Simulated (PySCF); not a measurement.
SMILES FC(F)(F)[SiH2][SiH2][Si](F)(F)F at its GFN2-xTB optimised geometry (Å):

```
14

F      2.9400     0.0779     1.1002
C      2.5320     0.7702     0.0127
F      2.9523     0.0554    -1.0555
F      3.2407     1.9113     0.0048
Si     0.5997     1.0255    -0.0012
Si    -0.2182    -1.1598     0.0000
Si    -2.5003    -1.1598     0.0000
F     -3.1031     0.3166     0.0000
F     -3.2407    -1.8314     1.2338
F     -3.2393    -1.8312    -1.2348
H      0.3935     1.8652     1.1827
H      0.4095     1.8560    -1.1943
H      0.2504    -1.9111    -1.1777
H      0.2508    -1.9113     1.1775
```

Computed with CAM-B3LYP/def2-TZVP in PySCF. Cells within 0.4 Å of a nucleus heavier than hydrogen are left out (blank, or x).

Map of the electron localisation function on the plane z = 1.5 Å:

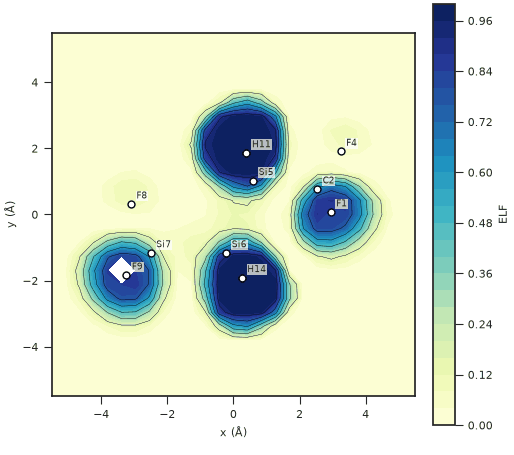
*Electron localisation function on the plane z = 1.5 Å.*
